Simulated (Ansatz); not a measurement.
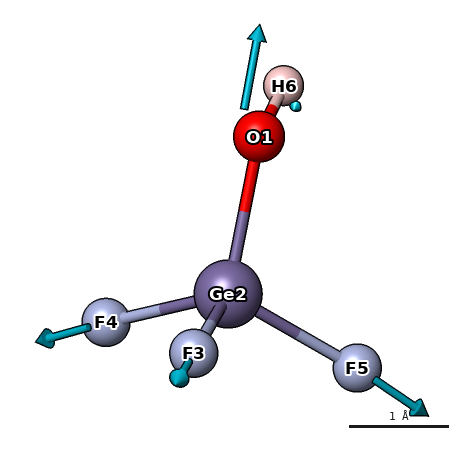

Arrows show the forces on the atoms, 0.2 Å of arrow for 1 eV/Å; forces under a tenth of the largest aren't drawn. Level of theory: ωB97M-V/def2-TZVPP (Ansatz 0.2.0).

Question: On which atom is the force largest, and how large is it?

Answer: On O1: 4.47 eV/Å.

Question: Which bond do the forces act along most?

Answer: O1–Ge2, now 1.635 Å: the forces push its atoms apart, so a first step downhill lengthens it.

List the force components in the frame of the picture (x right, y up, z towards the viewer), in eV/Å.

| atom | Fx | Fy | Fz |
| --- | --- | --- | --- |
| O1 | 0.81 | 4.40 | 0.05 |
| Ge2 | −0.01 | −0.24 | 0.24 |
| F3 | −0.69 | −1.18 | 2.74 |
| F4 | −2.76 | −0.77 | −2.18 |
| F5 | 2.79 | −1.89 | −1.31 |
| H6 | −0.15 | −0.32 | 0.47 |
